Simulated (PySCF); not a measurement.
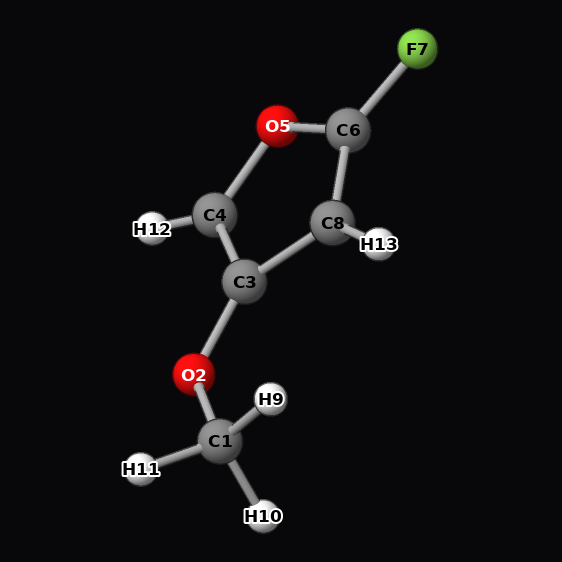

The questions are on Mulliken spin populations. State: charge +1, doublet. The geometry was computed by an optimisation with GFN2-xTB. No frequency run is at hand to confirm it as a minimum. Properties computed with UKS B3LYP, pcH-1 on C F H O, non-relativistic (PySCF 2.14.0).

Give the Mulliken spin populations atom by atom.

```csv
atom,value (e)
C1,−0.01
O2,0.17
C3,0.10
C4,0.59
O5,0.00
C6,0.20
F7,0.04
C8,−0.08
H9,0.00
H10,0.02
H11,0.01
H12,−0.03
H13,0.00
```

Mulliken values depend strongly on the basis set.
